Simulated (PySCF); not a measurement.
SMILES c1([SiH3])ccc(cc1)B at its GFN2-xTB optimised geometry (Å):

```
17

B      1.5420    -2.7153    -0.0031
C      0.7302    -1.4029     0.0000
C     -0.6731    -1.4029     0.0000
C     -1.3975    -0.2292     0.0000
C     -0.7637     1.0125     0.0005
Si    -1.7774     2.6045     0.0060
C      0.6292     1.0257     0.0020
C      1.3560    -0.1477     0.0013
H      0.9905    -3.7470    -0.0004
H      2.7114    -2.6819    -0.0089
H     -1.1948    -2.3499    -0.0014
H     -2.4788    -0.2680    -0.0020
H     -0.8709     3.7470    -0.1143
H     -2.7114     2.5775    -1.1226
H     -2.5291     2.6865     1.2615
H      1.1479     1.9750     0.0028
H      2.4363    -0.1033     0.0022
```

Computed with B3LYP/def2-SVP (PySCF).

Map of the log10 of the electron density (e/bohr³), floored at −4 on the plane z = 1.0 Å:

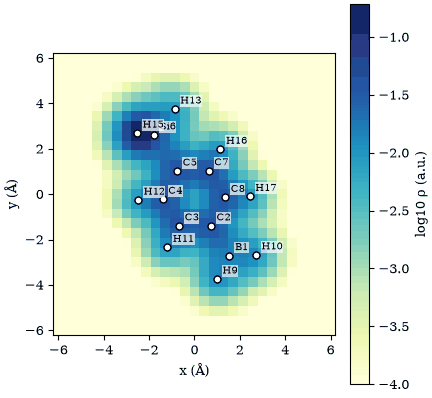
*Log10 of the electron density (e/bohr³), floored at −4 on the plane z = 1.0 Å.*
